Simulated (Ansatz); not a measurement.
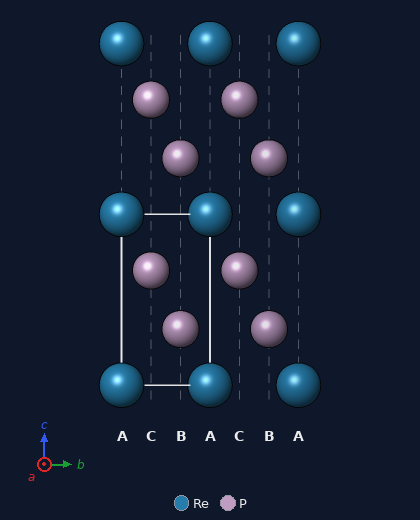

The picture looks along a close-packed row of the hexagonal mesh; c points upwards. The dashed lines mark the three columns A (0, 0), B (1/3, 2/3) and C (2/3, 1/3). The sequence starts with the first layer at or above the cell's origin.

The compound is ReP₂ (space group P-3m1, No. 164), taken as coordinates from a relaxation with DFT PBEsol, scalar-relativistic, plane waves, PAW (Ansatz); the starting structure was generated, so it need not be a known form of this composition.

Read off the stacking sequence over one period.

Answer. Re(A) – P(B) – P(C) (three layers in 5.10 Å).

How are the P layers alone stacked?

Answer. P layers alone: BC, the hexagonal type.

Which positions between or in the P layers do the other atoms fill?

Answer. Re: one octahedral site in each hexagonal cell. One of the two gaps between P layers is empty, 1.75 Å wide.
